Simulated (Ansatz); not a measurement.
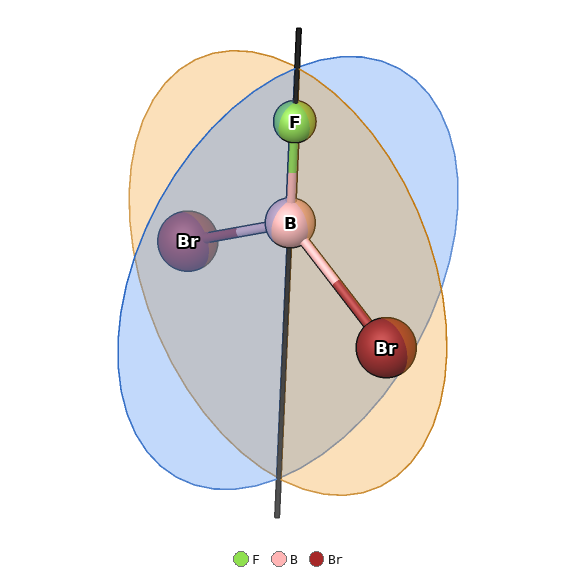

All proper rotation axes (lines) and mirror planes (discs) of the structure are drawn in. Atoms fade into the background with distance from the viewer. Computed geometry: PBE0-D4/def2-TZVP optimisation.

Name the symmetry elements and the point group.

It has 1 C2 axis and 2 mirror planes. Point group C2v. The group has 4 operations. The geometry is achiral, and symmetry allows a dipole moment.
